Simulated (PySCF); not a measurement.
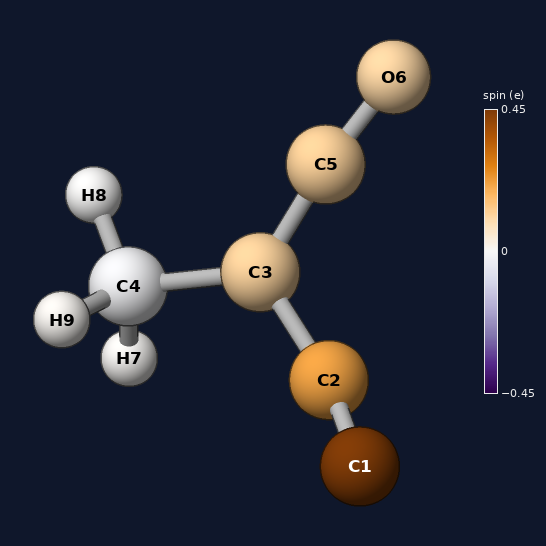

Atoms are coloured by their Mulliken spin populations. The species is neutral and a spin doublet. The computed structure is the end point of a GFN2-xTB optimisation. No frequency run is at hand to confirm it as a minimum. Level of theory: UKS B3LYP, pcH-1 on C H O, non-relativistic (PySCF 2.14.0).

### Which atom carries the largest spin population?

C1 (0.44 e).

### Which atom has the lowest spin population?

C4 (−0.01 e); a negative value comes from spin polarisation.

Give the Mulliken spin populations atom by atom.

```tsv
atom	value (e)
C1	0.44
C2	0.21
C3	0.11
C4	−0.01
C5	0.12
O6	0.11
H7	0.01
H8	0.00
H9	0.01
```

Mulliken values depend strongly on the basis set.
